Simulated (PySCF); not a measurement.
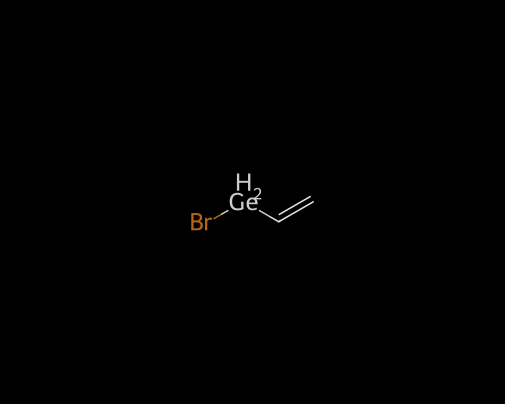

Simulated data, not a measurement (program: PySCF).

Skeletal drawing of a molecule.

### Transcribe the drawing into SMILES.

C=[CH][GeH2][Br]

### What is the molecular formula?

C2H5BrGe.

### An optimisation with PBE0-D3(BJ)/def2-SVP gave a structure of which point group?

C1. Other conformers may differ.
